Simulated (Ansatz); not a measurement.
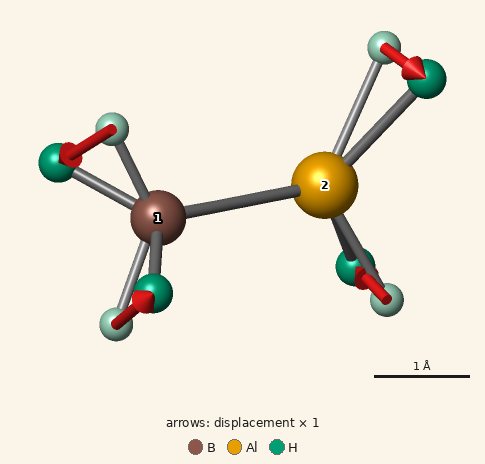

A relaxation of AlBH4 (coarse preliminary run). The starting structure is drawn faded, the final one solid; red arrows show the displacements, at their true length. The two geometries are superimposed by the best rigid fit.

Style: ball-and-stick. Shown at a tilt.

The start comes from a force field.

Level of theory: RKS PBE-D4/def2-SVP in Ansatz.

Input file:
```yaml
crystal:
  periodic: [false, false, false]
  atoms:
    - {symbol: B, position_ang: [0.006200, -1.151600, 0.045700]}
    - {symbol: Al, position_ang: [0.018900, 0.953200, -0.037000]}
    - {symbol: H, position_ang: [-0.914400, -1.648200, 0.649000]}
    - {symbol: H, position_ang: [0.834000, -1.732100, -0.558500]}
    - {symbol: H, position_ang: [1.159700, 1.682900, -0.904300]}
    - {symbol: H, position_ang: [-1.062400, 1.831700, 0.758900]}
basis:
  gaussian: {orbitals: def2-SVP}
hamiltonian: {xc: pbe, dispersion: d4}
relax: {f_tol: 0.03, max_steps: 200}
```

Run as
```bash
ansatz run in.yaml --threads 2 --pin off --events-out ev --progress --plain --max-ram 4352MiB
```

### Atoms of which element are displaced furthest, and by how much?

Hydrogen: up to 1.05 Å, against 0.04 Å for boron.

### Describe the change and its energy.

H4 moves most after the best rigid fit: 1.05 Å. By element the largest moves are H 1.05 Å, B 0.04 Å, Al 0.04 Å. Among the contacts that change: B1–H4 1.178 → 1.222 Å, B1–H3 1.208 → 1.222 Å, B1–Al2 2.106 → 2.114 Å, Al2–H6 1.605 → 1.610 Å. Bond angles that change, for instance: H3–B1–H4 126.1° → 114.1°, Al2–B1–H3 115.8° → 123.3°, Al2–B1–H4 117.9° → 122.6°. Groups turn about B1–Al2 by about 90°. After 8 geometry steps the energy has fallen by 7.63 kcal/mol. The largest force component goes from 0.88 to 0.03 eV/Å.
